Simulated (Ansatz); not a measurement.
C$_{5}$H$_{5}$Al

Input file:

```
basis:
  gaussian:
    orbitals: def2-SVPD
crystal:
  periodic: [false, false, false]
  atoms:
    - {symbol: C, position_ang: [-0.984918, 0.011473, 2.519260]}
    - {symbol: C, position_ang: [0.120116, 0.336000, 2.111710]}
    - {symbol: C, position_ang: [2.118575, 1.150412, -0.449705]}
    - {symbol: C, position_ang: [3.249139, 1.035072, 2.724928]}
    - {symbol: C, position_ang: [4.162259, 1.161468, 3.526703]}
    - {symbol: Al, position_ang: [1.839744, 0.844740, 1.447036]}
    - {symbol: H, position_ang: [-1.956798, -0.274562, 2.882648]}
    - {symbol: H, position_ang: [3.156273, 1.430163, -0.686337]}
    - {symbol: H, position_ang: [1.455664, 1.951960, -0.817473]}
    - {symbol: H, position_ang: [1.865165, 0.248663, -1.032552]}
    - {symbol: H, position_ang: [4.963908, 1.271697, 4.236381]}
hamiltonian:
  xc: pbe0
output: {forces: true, orbitals: {seedname: orbitals}}
```

Launched as:

```sh
ansatz run input.yaml --threads 2 --pin off --max-ram 4350MiB --events-out events.jsonl --progress --plain --runs-dir runs
```

Geometry: PBE0-D3(BJ)/def2-SVP.

Theory: Ansatz 0.2.0, isolated molecule in a Gaussian basis; Kohn-Sham density functional theory, functional PBE0.

What will maps of the electron density and electron localisation function show?

Answer. C–C (1.22 Å): the density is about 2.7 e/Å³ at the midpoint; the ELF peaks at about 0.85 between the atoms: a short, multiple covalent bond.
C–Al (1.91 Å): ρ at the midpoint is about 0.72 e/Å³; the ELF peaks at about 0.95 between the atoms: a polar covalent bond.
C–H (1.08 Å): ρ is about 2 e/Å³ halfway; the ELF climbs to about 1 towards the hydrogen, as it does in any bond to H (an ordinary covalent bond to hydrogen).

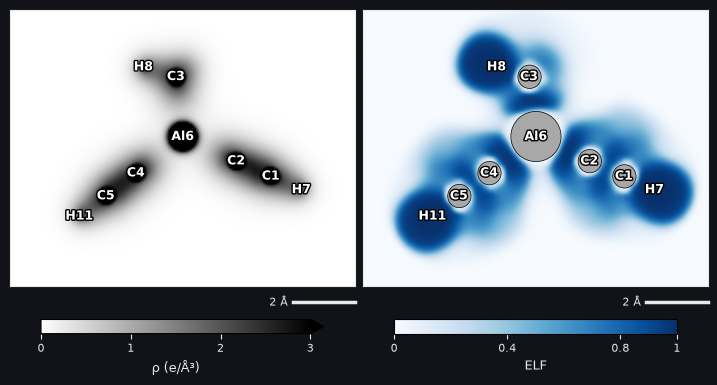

Computed electron density and electron localisation function on the plane of atoms C3, Al6 and C4, in this order. Grey discs cover the atomic cores in the ELF map. 
